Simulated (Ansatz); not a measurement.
**How methods differ on CH3F (fluoromethane)**

The species is CH3F (5 atoms), meant as a singlet with charge 0. As SMILES, `CF`. The shape is that of a PBE0-D4/def2-TZVP optimisation. The run starts from this shape.

Quantity: the adiabatic ionisation energy (to the doublet cation, no zero-point term), in eV. The values are calculated.

```json
{"level": "HF/3-21G", "kind": "Hartree–Fock", "program": "Ansatz", "value (eV)": "11.01", "less CCSD(T)/cc-pVDZ": "-1.25", "CPU time (all runs)": "4 s"}
{"level": "HF/6-31G* (Cartesian functions)", "kind": "Hartree–Fock", "program": "Ansatz", "value (eV)": "11.62", "less CCSD(T)/cc-pVDZ": "-0.64", "CPU time (all runs)": "7.2 s"}
{"level": "PBE/def2-SVP", "kind": "GGA", "program": "Ansatz", "value (eV)": "11.96", "less CCSD(T)/cc-pVDZ": "-0.30", "CPU time (all runs)": "15 s"}
{"level": "PBE-D3(BJ)/def2-TZVP", "kind": "GGA", "program": "Ansatz", "value (eV)": "12.17", "less CCSD(T)/cc-pVDZ": "-0.09", "CPU time (all runs)": "27 s"}
{"level": "B3LYP/6-31G* (Cartesian functions)", "kind": "global hybrid", "program": "Ansatz", "value (eV)": "12.27", "less CCSD(T)/cc-pVDZ": "+0.01", "CPU time (all runs)": "29 s"}
{"level": "B3LYP/def2-SVP", "kind": "global hybrid", "program": "Ansatz", "value (eV)": "12.23", "less CCSD(T)/cc-pVDZ": "-0.03", "CPU time (all runs)": "15 s"}
{"level": "B3LYP-D4/def2-TZVP", "kind": "global hybrid", "program": "Ansatz", "value (eV)": "12.54", "less CCSD(T)/cc-pVDZ": "+0.28", "CPU time (all runs)": "27 s"}
{"level": "MP2/6-31G* (Cartesian functions)", "kind": "perturbation theory", "program": "Ansatz", "value (eV)": "12.29", "less CCSD(T)/cc-pVDZ": "+0.03", "CPU time (all runs)": "15 s"}
{"level": "MP2/aug-cc-pVDZ", "kind": "perturbation theory", "program": "Ansatz", "value (eV)": "12.57", "less CCSD(T)/cc-pVDZ": "+0.31", "CPU time (all runs)": "61 s"}
{"level": "CCSD(T)/cc-pVDZ", "kind": "coupled cluster or CI", "program": "Ansatz", "value (eV)": "12.26", "less CCSD(T)/cc-pVDZ": "0.00", "CPU time (all runs)": "4.8 min"}
```

Differences are taken from CCSD(T)/cc-pVDZ for orientation; it has basis-set and higher-order errors of its own. The values span 11.01 to 12.57 eV. Times are those of the runs behind each value, whatever else they computed, on shared processors of several kinds: orders of magnitude only.

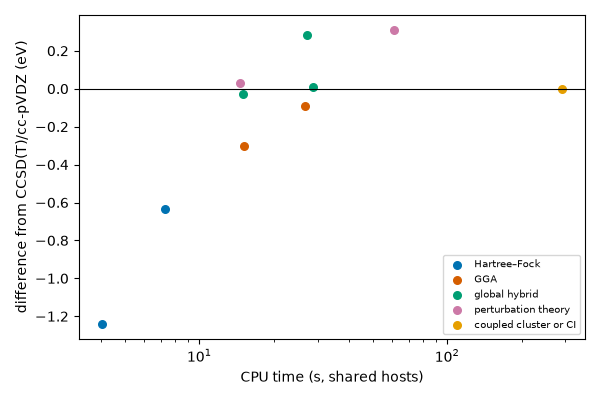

Difference from CCSD(T)/cc-pVDZ against processor time, one point a level.
